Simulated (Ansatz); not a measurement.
**Run report: AlNH$_{4}$O, molecular dynamics (part 1 of 3)**

The run: molecular dynamics of AlNH$_{4}$O. Method and program: UKS PBE0/def2-SVP (Ansatz 0.2.0).

It belongs to a series of runs on one base structure; here: dynamics from the start. Figures and captions count atoms from 1; the log counts them from 0 in places.

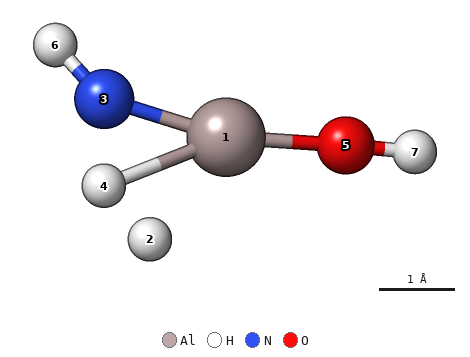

Fig. 1: The structure as given in the input (ball-and-stick view, seen at a tilt; atoms are numbered from 1 in the order of the input). Sticks mark near contacts. Bond lengths as drawn: Al–H 1.93 Å, Al–N 1.72 Å, Al–O 1.64 Å, H–N 1.01 Å and H–O 0.95 Å.

### Input file
```yaml
crystal:
  periodic: [false, false, false]
  atoms:
    - { symbol: Al, position_ang: [0.1913, 0.334, -0.0051] }
    - { symbol: H, position_ang: [-0.6875, -1.0136, -1.1965] }
    - { symbol: "N", position_ang: [-0.45, -0.9215, 0.9798] }
    - { symbol: H, position_ang: [-0.7809, -1.3139, -0.2628] }
    - { symbol: O, position_ang: [0.9344, 1.6944, -0.5527] }
    - { symbol: H, position_ang: [-0.5598, -1.2554, 1.9284] }
    - { symbol: H, position_ang: [1.3526, 2.476, -0.8912] }
magnetization:
  spin_polarized: true
basis:
  gaussian: { orbitals: def2-SVP }
hamiltonian:
  xc: pbe0
md:
  timestep: 0.5
  n_steps: 150
  ensemble: nve
  temperature: 600.0
  initial_velocities: maxwell_boltzmann
  seed: 847171
```

Machine: 1 thread of Arm Neoverse V1, 24 GiB of memory available, shared host.

Launch command:
```bash
ansatz run input.yaml --threads 1 --pin off --max-ram 2048MiB --backend cpu --events-out ev --progress --plain --runs-dir out
```

### What the program printed
```
Engine: ansatz 0.2.0, aarch64-unknown-linux-gnu
Functional definition: PBE0
  parameter a = 0.25
  parameter kappa = 0.804
  parameter beta = 0.06672455060314922
  exchange = (1 - a)*pbe_x(kappa = kappa, mu = beta*pi^2/3) + a*exact_x
  correlation = pbe_c(beta = beta)
691 factors; integrals over basis functions are off by at most 3.5e-4 eV
mean field evaluation 1: about -10173.6946 eV, gradient 5.5e1 eV
mean field evaluation 2: about -10132.1099 eV, gradient 9.6e1 eV
mean field evaluation 4: about -10185.8951 eV, gradient 8.6e0 eV
mean field evaluation 8: about -10186.1679 eV, gradient 7.3e-2 eV
mean field evaluation 16: about -10186.1679 eV, gradient 3.5e-5 eV
mean field -10186.16791856 eV, -374.3347665745 hartree, gradient 3.5e-5 eV, S^2 0.000000; 0 other end points of the search recorded, 0 dependent functions left out
the calculation of the forces begins
reference -10186.16794678 eV, -374.3347676115 hartree; 16, 16 occupied and 50, 50 virtual orbitals, 691 factors
md step     0: t =     0.00 fs  T =   600.0 K  F+E_penalty+E_count = -10186.16791856 eV  E_kin = 0.387780 eV  conserved = -10185.78013856 eV  (29 SCF iters)
these checks for a lower state are left out or cut short: starts, cluster_reference, orbital_swaps, neighbouring_geometries, increment
691 factors; integrals over basis functions are off by at most 3.4e-4 eV
mean field -10186.18173250 eV, -374.3352742275 hartree, gradient 6.0e-6 eV, S^2 0.000000; 0 other end points of the search recorded, 0 dependent functions left out
the calculation of the forces begins
reference -10186.18176071 eV, -374.3352752641 hartree; 16, 16 occupied and 50, 50 virtual orbitals, 691 factors
md step     1: t =     0.50 fs  T =   622.1 K  F+E_penalty+E_count = -10186.18173250 eV  E_kin = 0.402056 eV  conserved = -10185.77967694 eV  (33 SCF iters)
[... from here on the SCF iterations and repeated set-up lines of each step are left out, up to the last step ...]
md step     2: t =     1.00 fs  T =   641.7 K  F+E_penalty+E_count = -10186.19313843 eV  E_kin = 0.414730 eV  conserved = -10185.77840818 eV  (32 SCF iters)
md step     3: t =     1.50 fs  T =   688.7 K  F+E_penalty+E_count = -10186.22216476 eV  E_kin = 0.445091 eV  conserved = -10185.77707330 eV  (31 SCF iters)
md step     4: t =     2.00 fs  T =   793.1 K  F+E_penalty+E_count = -10186.28933753 eV  E_kin = 0.512560 eV  conserved = -10185.77677773 eV  (31 SCF iters)
md step     5: t =     2.50 fs  T =   962.2 K  F+E_penalty+E_count = -10186.39975741 eV  E_kin = 0.621838 eV  conserved = -10185.77791945 eV  (31 SCF iters)
md step     6: t =     3.00 fs  T =  1172.4 K  F+E_penalty+E_count = -10186.53759290 eV  E_kin = 0.757693 eV  conserved = -10185.77989976 eV  (31 SCF iters)
md step     7: t =     3.50 fs  T =  1381.7 K  F+E_penalty+E_count = -10186.67501823 eV  E_kin = 0.892981 eV  conserved = -10185.78203683 eV  (31 SCF iters)
md step     8: t =     4.00 fs  T =  1546.6 K  F+E_penalty+E_count = -10186.78356896 eV  E_kin = 0.999565 eV  conserved = -10185.78400382 eV  (30 SCF iters)
md step     9: t =     4.50 fs  T =  1635.0 K  F+E_penalty+E_count = -10186.84159092 eV  E_kin = 1.056697 eV  conserved = -10185.78489354 eV  (30 SCF iters)
md step    10: t =     5.00 fs  T =  1649.9 K  F+E_penalty+E_count = -10186.84893044 eV  E_kin = 1.066343 eV  conserved = -10185.78258785 eV  (30 SCF iters)
md step    11: t =     5.50 fs  T =  1666.4 K  F+E_penalty+E_count = -10186.85352730 eV  E_kin = 1.076963 eV  conserved = -10185.77656422 eV  (30 SCF iters)
md step    12: t =     6.00 fs  T =  1820.6 K  F+E_penalty+E_count = -10186.94905041 eV  E_kin = 1.176645 eV  conserved = -10185.77240585 eV  (29 SCF iters)
md step    13: t =     6.50 fs  T =  2191.8 K  F+E_penalty+E_count = -10187.19321631 eV  E_kin = 1.416571 eV  conserved = -10185.77664535 eV  (29 SCF iters)
md step    14: t =     7.00 fs  T =  2689.3 K  F+E_penalty+E_count = -10187.52382071 eV  E_kin = 1.738065 eV  conserved = -10185.78575527 eV  (28 SCF iters)
md step    15: t =     7.50 fs  T =  3118.2 K  F+E_penalty+E_count = -10187.80674631 eV  E_kin = 2.015300 eV  conserved = -10185.79144615 eV  (28 SCF iters)
md step    16: t =     8.00 fs  T =  3340.1 K  F+E_penalty+E_count = -10187.95015839 eV  E_kin = 2.158726 eV  conserved = -10185.79143266 eV  (29 SCF iters)
md step    17: t =     8.50 fs  T =  3336.9 K  F+E_penalty+E_count = -10187.94471727 eV  E_kin = 2.156661 eV  conserved = -10185.78805638 eV  (29 SCF iters)
md step    18: t =     9.00 fs  T =  3174.4 K  F+E_penalty+E_count = -10187.83537326 eV  E_kin = 2.051629 eV  conserved = -10185.78374473 eV  (29 SCF iters)
md step    19: t =     9.50 fs  T =  2947.5 K  F+E_penalty+E_count = -10187.68504653 eV  E_kin = 1.904964 eV  conserved = -10185.78008281 eV  (27 SCF iters)
md step    20: t =    10.00 fs  T =  2739.3 K  F+E_penalty+E_count = -10187.54856023 eV  E_kin = 1.770419 eV  conserved = -10185.77814129 eV  (30 SCF iters)
md step    21: t =    10.50 fs  T =  2595.6 K  F+E_penalty+E_count = -10187.45554134 eV  E_kin = 1.677510 eV  conserved = -10185.77803136 eV  (30 SCF iters)
md step    22: t =    11.00 fs  T =  2521.3 K  F+E_penalty+E_count = -10187.40828013 eV  E_kin = 1.629511 eV  conserved = -10185.77876935 eV  (29 SCF iters)
md step    23: t =    11.50 fs  T =  2500.8 K  F+E_penalty+E_count = -10187.39556040 eV  E_kin = 1.616259 eV  conserved = -10185.77930134 eV  (30 SCF iters)
md step    24: t =    12.00 fs  T =  2520.2 K  F+E_penalty+E_count = -10187.40821933 eV  E_kin = 1.628826 eV  conserved = -10185.77939370 eV  (30 SCF iters)
md step    25: t =    12.50 fs  T =  2574.4 K  F+E_penalty+E_count = -10187.44337477 eV  E_kin = 1.663843 eV  conserved = -10185.77953224 eV  (30 SCF iters)
md step    26: t =    13.00 fs  T =  2657.4 K  F+E_penalty+E_count = -10187.49787650 eV  E_kin = 1.717480 eV  conserved = -10185.78039650 eV  (29 SCF iters)
md step    27: t =    13.50 fs  T =  2748.0 K  F+E_penalty+E_count = -10187.55852751 eV  E_kin = 1.776060 eV  conserved = -10185.78246719 eV  (29 SCF iters)
md step    28: t =    14.00 fs  T =  2800.7 K  F+E_penalty+E_count = -10187.59572507 eV  E_kin = 1.810112 eV  conserved = -10185.78561332 eV  (30 SCF iters)
md step    29: t =    14.50 fs  T =  2752.8 K  F+E_penalty+E_count = -10187.56749389 eV  E_kin = 1.779143 eV  conserved = -10185.78835063 eV  (30 SCF iters)
md step    30: t =    15.00 fs  T =  2563.5 K  F+E_penalty+E_count = -10187.44421508 eV  E_kin = 1.656804 eV  conserved = -10185.78741135 eV  (30 SCF iters)
md step    31: t =    15.50 fs  T =  2282.2 K  F+E_penalty+E_count = -10187.25548694 eV  E_kin = 1.474981 eV  conserved = -10185.78050594 eV  (28 SCF iters)
md step    32: t =    16.00 fs  T =  2074.4 K  F+E_penalty+E_count = -10187.11345212 eV  E_kin = 1.340708 eV  conserved = -10185.77274456 eV  (30 SCF iters)
md step    33: t =    16.50 fs  T =  2101.4 K  F+E_penalty+E_count = -10187.13194415 eV  E_kin = 1.358157 eV  conserved = -10185.77378697 eV  (30 SCF iters)
md step    34: t =    17.00 fs  T =  2342.7 K  F+E_penalty+E_count = -10187.29638313 eV  E_kin = 1.514080 eV  conserved = -10185.78230285 eV  (31 SCF iters)
md step    35: t =    17.50 fs  T =  2619.4 K  F+E_penalty+E_count = -10187.48120015 eV  E_kin = 1.692936 eV  conserved = -10185.78826433 eV  (31 SCF iters)
md step    36: t =    18.00 fs  T =  2781.7 K  F+E_penalty+E_count = -10187.58623608 eV  E_kin = 1.797814 eV  conserved = -10185.78842171 eV  (31 SCF iters)
md step    37: t =    18.50 fs  T =  2796.1 K  F+E_penalty+E_count = -10187.59308597 eV  E_kin = 1.807103 eV  conserved = -10185.78598316 eV  (31 SCF iters)
md step    38: t =    19.00 fs  T =  2699.1 K  F+E_penalty+E_count = -10187.52794088 eV  E_kin = 1.744406 eV  conserved = -10185.78353524 eV  (28 SCF iters)
md step    39: t =    19.50 fs  T =  2540.7 K  F+E_penalty+E_count = -10187.42354654 eV  E_kin = 1.642051 eV  conserved = -10185.78149537 eV  (31 SCF iters)
md step    40: t =    20.00 fs  T =  2367.5 K  F+E_penalty+E_count = -10187.30974521 eV  E_kin = 1.530107 eV  conserved = -10185.77963810 eV  (31 SCF iters)
md step    41: t =    20.50 fs  T =  2223.3 K  F+E_penalty+E_count = -10187.21487710 eV  E_kin = 1.436897 eV  conserved = -10185.77798008 eV  (31 SCF iters)
md step    42: t =    21.00 fs  T =  2147.7 K  F+E_penalty+E_count = -10187.16479176 eV  E_kin = 1.388046 eV  conserved = -10185.77674531 eV  (31 SCF iters)
md step    43: t =    21.50 fs  T =  2170.5 K  F+E_penalty+E_count = -10187.17896161 eV  E_kin = 1.402777 eV  conserved = -10185.77618420 eV  (31 SCF iters)
md step    44: t =    22.00 fs  T =  2304.9 K  F+E_penalty+E_count = -10187.26617697 eV  E_kin = 1.489631 eV  conserved = -10185.77654596 eV  (30 SCF iters)
md step    45: t =    22.50 fs  T =  2541.2 K  F+E_penalty+E_count = -10187.42048599 eV  E_kin = 1.642363 eV  conserved = -10185.77812318 eV  (30 SCF iters)
md step    46: t =    23.00 fs  T =  2840.5 K  F+E_penalty+E_count = -10187.61702960 eV  E_kin = 1.835818 eV  conserved = -10185.78121196 eV  (30 SCF iters)
md step    47: t =    23.50 fs  T =  3130.3 K  F+E_penalty+E_count = -10187.80884582 eV  E_kin = 2.023088 eV  conserved = -10185.78575824 eV  (29 SCF iters)
md step    48: t =    24.00 fs  T =  3311.4 K  F+E_penalty+E_count = -10187.93054280 eV  E_kin = 2.140131 eV  conserved = -10185.79041203 eV  (29 SCF iters)
md step    49: t =    24.50 fs  T =  3297.4 K  F+E_penalty+E_count = -10187.92253203 eV  E_kin = 2.131107 eV  conserved = -10185.79142543 eV  (29 SCF iters)
md step    50: t =    25.00 fs  T =  3098.9 K  F+E_penalty+E_count = -10187.78734995 eV  E_kin = 2.002815 eV  conserved = -10185.78453497 eV  (30 SCF iters)
md step    51: t =    25.50 fs  T =  2890.3 K  F+E_penalty+E_count = -10187.64130334 eV  E_kin = 1.868030 eV  conserved = -10185.77327364 eV  (30 SCF iters)
md step    52: t =    26.00 fs  T =  2907.4 K  F+E_penalty+E_count = -10187.64990428 eV  E_kin = 1.879070 eV  conserved = -10185.77083381 eV  (29 SCF iters)
md step    53: t =    26.50 fs  T =  3199.1 K  F+E_penalty+E_count = -10187.84785297 eV  E_kin = 2.067562 eV  conserved = -10185.78029086 eV  (30 SCF iters)
md step    54: t =    27.00 fs  T =  3573.9 K  F+E_penalty+E_count = -10188.09924757 eV  E_kin = 2.309837 eV  conserved = -10185.78941054 eV  (30 SCF iters)
md step    55: t =    27.50 fs  T =  3819.9 K  F+E_penalty+E_count = -10188.26004615 eV  E_kin = 2.468804 eV  conserved = -10185.79124229 eV  (29 SCF iters)
md step    56: t =    28.00 fs  T =  3864.5 K  F+E_penalty+E_count = -10188.28601007 eV  E_kin = 2.497640 eV  conserved = -10185.78837031 eV  (29 SCF iters)
md step    57: t =    28.50 fs  T =  3749.6 K  F+E_penalty+E_count = -10188.20793303 eV  E_kin = 2.423370 eV  conserved = -10185.78456320 eV  (28 SCF iters)
md step    58: t =    29.00 fs  T =  3553.2 K  F+E_penalty+E_count = -10188.07790024 eV  E_kin = 2.296443 eV  conserved = -10185.78145695 eV  (30 SCF iters)
md step    59: t =    29.50 fs  T =  3345.9 K  F+E_penalty+E_count = -10187.94177446 eV  E_kin = 2.162465 eV  conserved = -10185.77930961 eV  (30 SCF iters)
md step    60: t =    30.00 fs  T =  3179.1 K  F+E_penalty+E_count = -10187.83267001 eV  E_kin = 2.054678 eV  conserved = -10185.77799244 eV  (30 SCF iters)
md step    61: t =    30.50 fs  T =  3085.4 K  F+E_penalty+E_count = -10187.77150290 eV  E_kin = 1.994118 eV  conserved = -10185.77738537 eV  (30 SCF iters)
md step    62: t =    31.00 fs  T =  3080.1 K  F+E_penalty+E_count = -10187.76813767 eV  E_kin = 1.990685 eV  conserved = -10185.77745242 eV  (30 SCF iters)
md step    63: t =    31.50 fs  T =  3161.6 K  F+E_penalty+E_count = -10187.82161303 eV  E_kin = 2.043374 eV  conserved = -10185.77823866 eV  (31 SCF iters)
md step    64: t =    32.00 fs  T =  3310.4 K  F+E_penalty+E_count = -10187.91938382 eV  E_kin = 2.139523 eV  conserved = -10185.77986071 eV  (30 SCF iters)
md step    65: t =    32.50 fs  T =  3486.7 K  F+E_penalty+E_count = -10188.03587104 eV  E_kin = 2.253430 eV  conserved = -10185.78244083 eV  (30 SCF iters)
md step    66: t =    33.00 fs  T =  3629.2 K  F+E_penalty+E_count = -10188.13148372 eV  E_kin = 2.345570 eV  conserved = -10185.78591383 eV  (30 SCF iters)
md step    67: t =    33.50 fs  T =  3660.4 K  F+E_penalty+E_count = -10188.15530107 eV  E_kin = 2.365728 eV  conserved = -10185.78957266 eV  (31 SCF iters)
md step    68: t =    34.00 fs  T =  3507.3 K  F+E_penalty+E_count = -10188.05816845 eV  E_kin = 2.266764 eV  conserved = -10185.79140441 eV  (30 SCF iters)
md step    69: t =    34.50 fs  T =  3150.7 K  F+E_penalty+E_count = -10187.82453377 eV  E_kin = 2.036298 eV  conserved = -10185.78823554 eV  (30 SCF iters)
md step    70: t =    35.00 fs  T =  2687.5 K  F+E_penalty+E_count = -10187.51614541 eV  E_kin = 1.736936 eV  conserved = -10185.77920943 eV  (30 SCF iters)
md step    71: t =    35.50 fs  T =  2326.3 K  F+E_penalty+E_count = -10187.27450940 eV  E_kin = 1.503480 eV  conserved = -10185.77102915 eV  (31 SCF iters)
md step    72: t =    36.00 fs  T =  2239.8 K  F+E_penalty+E_count = -10187.22005264 eV  E_kin = 1.447588 eV  conserved = -10185.77246479 eV  (31 SCF iters)
md step    73: t =    36.50 fs  T =  2402.3 K  F+E_penalty+E_count = -10187.33339579 eV  E_kin = 1.552577 eV  conserved = -10185.78081865 eV  (31 SCF iters)
md step    74: t =    37.00 fs  T =  2634.9 K  F+E_penalty+E_count = -10187.48975635 eV  E_kin = 1.702913 eV  conserved = -10185.78684351 eV  (31 SCF iters)
md step    75: t =    37.50 fs  T =  2785.0 K  F+E_penalty+E_count = -10187.58747852 eV  E_kin = 1.799952 eV  conserved = -10185.78752617 eV  (31 SCF iters)
md step    76: t =    38.00 fs  T =  2810.5 K  F+E_penalty+E_count = -10187.60158535 eV  E_kin = 1.816402 eV  conserved = -10185.78518293 eV  (29 SCF iters)
md step    77: t =    38.50 fs  T =  2747.2 K  F+E_penalty+E_count = -10187.55773828 eV  E_kin = 1.775515 eV  conserved = -10185.78222319 eV  (30 SCF iters)
md step    78: t =    39.00 fs  T =  2656.5 K  F+E_penalty+E_count = -10187.49661569 eV  E_kin = 1.716892 eV  conserved = -10185.77972326 eV  (30 SCF iters)
md step    79: t =    39.50 fs  T =  2595.2 K  F+E_penalty+E_count = -10187.45525215 eV  E_kin = 1.677272 eV  conserved = -10185.77798036 eV  (30 SCF iters)
md step    80: t =    40.00 fs  T =  2604.8 K  F+E_penalty+E_count = -10187.46050153 eV  E_kin = 1.683462 eV  conserved = -10185.77703934 eV  (31 SCF iters)
md step    81: t =    40.50 fs  T =  2708.2 K  F+E_penalty+E_count = -10187.52717767 eV  E_kin = 1.750278 eV  conserved = -10185.77689939 eV  (31 SCF iters)
md step    82: t =    41.00 fs  T =  2908.8 K  F+E_penalty+E_count = -10187.65749076 eV  E_kin = 1.879927 eV  conserved = -10185.77756350 eV  (31 SCF iters)
md step    83: t =    41.50 fs  T =  3190.1 K  F+E_penalty+E_count = -10187.84082060 eV  E_kin = 2.061782 eV  conserved = -10185.77903895 eV  (28 SCF iters)
md step    84: t =    42.00 fs  T =  3516.1 K  F+E_penalty+E_count = -10188.05376917 eV  E_kin = 2.272456 eV  conserved = -10185.78131272 eV  (27 SCF iters)
md step    85: t =    42.50 fs  T =  3831.9 K  F+E_penalty+E_count = -10188.26087050 eV  E_kin = 2.476572 eV  conserved = -10185.78429888 eV  (26 SCF iters)
md step    86: t =    43.00 fs  T =  4068.2 K  F+E_penalty+E_count = -10188.41695180 eV  E_kin = 2.629306 eV  conserved = -10185.78764591 eV  (26 SCF iters)
md step    87: t =    43.50 fs  T =  4153.1 K  F+E_penalty+E_count = -10188.47436884 eV  E_kin = 2.684179 eV  conserved = -10185.79019004 eV  (26 SCF iters)
md step    88: t =    44.00 fs  T =  4043.7 K  F+E_penalty+E_count = -10188.40283000 eV  E_kin = 2.613428 eV  conserved = -10185.78940241 eV  (26 SCF iters)
```
